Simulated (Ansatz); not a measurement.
# HS: the cost of one run

All numbers below are computed with Ansatz 0.2.0 (UKS r2SCAN/def2-TZVP).

**1. The starting structure**

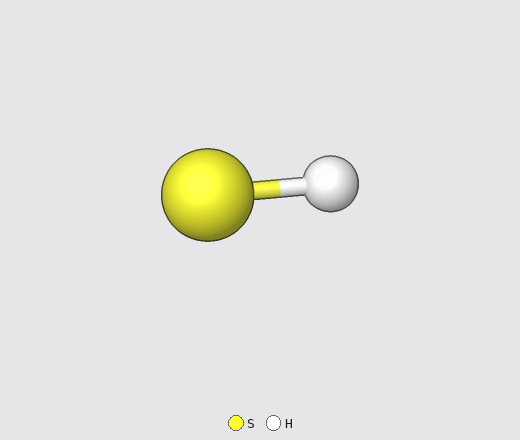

Start, viewed from a chosen angle; sulfur yellow, hydrogen white.

Coordinates:

```xyz
2

S     0.5707   -0.1865    0.2934
H    -0.5707    0.1865   -0.2934
```

**2. Relaxing the start**

input.yaml reads:

```yaml
crystal:
  periodic: [false, false, false]
  atoms:
    - { symbol: S, position_ang: [0.57066, -0.18654, 0.29345] }
    - { symbol: H, position_ang: [-0.57066, 0.18654, -0.29345] }
total_charge: -1
magnetization:
  spin_polarized: true
basis:
  gaussian: { orbitals: def2-TZVP }
hamiltonian:
  xc: r2scan
relax:
  f_tol: 0.02
  max_steps: 40
output:
  orbitals: {}
```

Started as:

```bash
> ansatz run input.yaml --threads 1 --pin off --max-ram 2048MiB --backend cpu --events-out ev --progress --plain --runs-dir out
```

What time and memory should one allow on 1 thread of Arm Neoverse V2, shared host?

About 3.6 s, with a peak of 0.1 GiB.
